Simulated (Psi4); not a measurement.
# B97-3c/def2-mTZVP (density fitting, core potential) run of InH2F (SMILES [H][In]([H])[F])

Aim: the vertical electron affinity of InH2F at B97-3c/def2-mTZVP (density fitting, core potential), from 2 runs. 

The results are computed with Psi4 1.11.

7 further runs of the same task are left out: 5 that didn't finish, 2 set aside as unsound or not needed.

## 1. The molecule

InH2F: 4 atoms, total charge 0, spin state singlet. As SMILES, `[H][In]([H])[F]`. Geometry: a GFN2-xTB relaxation, a rough one for these elements and not checked as a minimum.

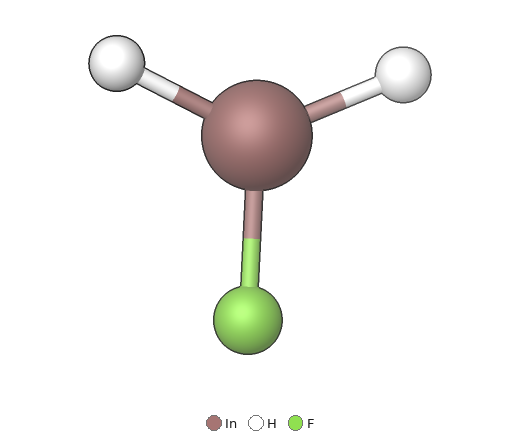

Viewed from a chosen angle; indium brown, hydrogen white, fluorine green.

## 2. Energy and one-electron properties at B97-3c/def2-mTZVP (density fitting, core potential)

input.dat reads:

```
memory 1600 mb

molecule {
  In
  H 1 R2
  H 1 R3 2 A3
  F 1 R4 3 A4 2 D4

  R2 = 1.692897
  R3 = 1.691399
  A3 = 131.09329
  R4 = 1.945759
  A4 = 114.52878
  D4 = -179.96108
}

set {
  scf_type mem_df
}

E, wfn = energy("b97-3c", return_wfn=True)
oeprop(wfn, "NO_OCCUPATIONS", "ESP_AT_NUCLEI", "DIPOLE", title="B97-3C")
```

The run is started by

```sh
psi4 input.dat output.dat -n 1
```

output.dat:

```text
[...]
    !!!  WARNING: ECP capability is in beta. Please check occupations closely.  !!!
[...]
  Running in c1 symmetry.
[...]
  Nuclear repulsion =   67.818380701333382
[...]
  Multiplicity = 1
[...]
  Nalpha       = 16
  Nbeta        = 16
[...]
    Number of basis functions: 61
[...]
   @DF-RKS iter   1:  -291.29260541021637   -8.65495e-01   1.25397e-02 ADIIS/DIIS
[...]
   @DF-RKS iter   9:  -291.50461582757941   -2.12538e-09   3.48030e-07 DIIS
[...]
    Orbital Energies [Eh]
    ---------------------
    Doubly Occupied:
       1A    -24.167097     2A     -4.516609     3A     -2.965409
       4A     -2.952560     5A     -2.951956     6A     -1.001829
       7A     -0.728773     8A     -0.721567     9A     -0.720787
      10A     -0.718198    11A     -0.712033    12A     -0.407595
      13A     -0.311683    14A     -0.311322    15A     -0.301216
      16A     -0.268709
[...]
  @DF-RKS Final Energy:  -291.50461582757941
   => Energetics <=
    Nuclear Repulsion Energy =             67.8183807013333819
    One-Electron Energy =                -611.4476602006370740
    Two-Electron Energy =                 280.3689632355445269
    DFT Exchange-Correlation Energy =     -28.2346504716508377
    Empirical Dispersion Energy =          -0.0096490921694237
    VV10 Nonlocal Energy =                  0.0000000000000000
    Total Energy =                       -291.5046158275794141
[...]
 Multipole Moments:
 ------------------------------------------------------------------------------------
     Multipole            Electronic (a.u.)      Nuclear  (a.u.)        Total (a.u.)
 ------------------------------------------------------------------------------------
 L = 1.  Multiply by 2.5417464519 to convert [e a0] to [Debye]
 Dipole X            :         -0.0112987            0.0102868           -0.0010119
 Dipole Y            :         14.2729198          -13.3245018            0.9484180
 Dipole Z            :          6.4601416           -6.0329968            0.4271448
 Magnitude           :                                                    1.0401685
[...]
```

It took 5.1 s on 1 thread of Intel Xeon 6975P-C (Granite Rapids), shared host; peak memory 0.36 GiB.

## 3. The doublet anion at the same level

job.json reads:

```json
{
 "schema_name": "qcschema_input",
 "schema_version": 1,
 "molecule": {
  "schema_name": "qcschema_molecule",
  "schema_version": 2,
  "symbols": ["In", "H", "H", "F"],
  "geometry": [0.13073125, 0.22172157, -0.00035905, 3.30928839, -0.1394051, 0.02566248, -1.68457746, 2.85223923, -0.03564023, -1.75544219, -2.9345746, 0.0103179],
  "molecular_charge": -1,
  "molecular_multiplicity": 2
 },
 "driver": "energy",
 "model": {
  "method": "b97-3c",
  "basis": "(auto)"
 },
 "keywords": {
  "reference": "uks",
  "scf_type": "mem_df",
  "scf_properties": ["NO_OCCUPATIONS", "ESP_AT_NUCLEI", "DIPOLE"]
 }
}
```

The run is started by

```sh
psi4 --qcschema job.json -n 1 --memory 1600MB
```

stdout:

```text
[...]
    !!!  WARNING: ECP capability is in beta. Please check occupations closely.  !!!
[...]
  Running in c1 symmetry.
[...]
  Nuclear repulsion =   67.818386842361534
[...]
  Multiplicity = 2
[...]
  Nalpha       = 17
  Nbeta        = 16
[...]
    Number of basis functions: 61
[...]
   @DF-UKS iter   1:  -291.09628049521876   -6.52428e-01   1.48460e-02 ADIIS/DIIS
[...]
   @DF-UKS iter  11:  -291.50344352087149   -5.17423e-08   8.07388e-07 DIIS
[...]
   @S^2 Observed:                7.517120698E-01
[...]
    Orbital Energies [Eh]
    ---------------------
    Alpha Occupied:
       1A    -23.970038     2A     -4.288286     3A     -2.730311
       4A     -2.727127     5A     -2.726972     6A     -0.808831
       7A     -0.499155     8A     -0.496152     9A     -0.491030
      10A     -0.490624    11A     -0.488258    12A     -0.204449
      13A     -0.119321    14A     -0.116327    15A     -0.110852
      16A     -0.073458    17A      0.082992
    Alpha Virtual:
      18A      0.127233    19A      0.163612    20A      0.179381
      21A      0.205478    22A      0.242295    23A      0.283118
      24A      0.296539    25A      0.301299    26A      0.344978
[...]
  @DF-UKS Final Energy:  -291.50344352087149
   => Energetics <=
    Nuclear Repulsion Energy =             67.8183868423615337
    One-Electron Energy =                -618.2879543179815300
    Two-Electron Energy =                 287.3703522955112817
    DFT Exchange-Correlation Energy =     -28.3945792475483714
    Empirical Dispersion Energy =          -0.0096490932143895
    VV10 Nonlocal Energy =                  0.0000000000000000
    Total Energy =                       -291.5034435208714854
[...]
 Multipole Moments:
 ------------------------------------------------------------------------------------
     Multipole            Electronic (a.u.)      Nuclear  (a.u.)        Total (a.u.)
 ------------------------------------------------------------------------------------
 L = 1.  Multiply by 2.5417464519 to convert [e a0] to [Debye]
 Dipole X            :          7.6373044           -7.4990949            0.1382095
 Dipole Y            :         12.7945334          -12.5579183            0.2366151
 Dipole Z            :         -0.0428442            0.0412730           -0.0015713
 Magnitude           :                                                    0.2740274
[...]
```

The result, in JSON:

```text
{
 "driver": "energy",
 "model": {
  "method": "b97-3c",
  "basis": "(auto)"
 },
 "success": true,
 "return_result": -291.5034435208715,
 "properties": {
  "calcinfo_nbasis": 61,
  "calcinfo_nmo": 61,
  "calcinfo_nalpha": 17,
  "calcinfo_nbeta": 16,
  "calcinfo_natom": 4,
  "nuclear_repulsion_energy": 67.81838684236153,
  "return_energy": -291.5034435208715,
  "scf_one_electron_energy": -618.2879543179815,
  "scf_two_electron_energy": 287.3703522955113,
  "scf_xc_energy": -28.39457924754837,
  "scf_dispersion_correction_energy": -0.009649093214389467,
  "scf_dipole_moment": [0.13820949803835436, 0.23661507092094958, -0.0015712834744215365],
  "scf_total_energy": -291.5034435208715,
  "scf_iterations": 11
 }
}
```

It took 5.1 s on 1 thread of Intel Xeon 6975P-C (Granite Rapids), shared host; peak memory 0.35 GiB.

## 4. Outcome

At B97-3c/def2-mTZVP (density fitting, core potential):

| quantity | value |
| --- | --- |
| singlet InH2F: total energy | -291.50462 Eh |
| singlet InH2F: dipole moment | 2.64 D |
| singlet InH2F: HOMO energy | -7.31 eV |
| singlet InH2F: LUMO energy | -2.41 eV |
| singlet InH2F: HOMO–LUMO gap | 4.90 eV |
| doublet anion: total energy | -291.50344 Eh |
| doublet anion: HOMO energy (highest over α and β) | 2.26 eV |
| doublet anion: LUMO energy (lowest over α and β) | 2.52 eV |
| doublet anion: ⟨S²⟩ | 0.752 |
| vertical electron affinity (to the doublet anion) | -0.032 eV |

In words: The anion lies 0.03 eV (0.7 kcal/mol) above the neutral: the electron isn't bound at this level, and such a value depends on the basis. Without diffuse functions anions come out too high. The HOMO (doublet anion) lies at positive energy, 2.26 eV, as semi-local functionals often give for anions; only total energies tell whether the electron is bound.
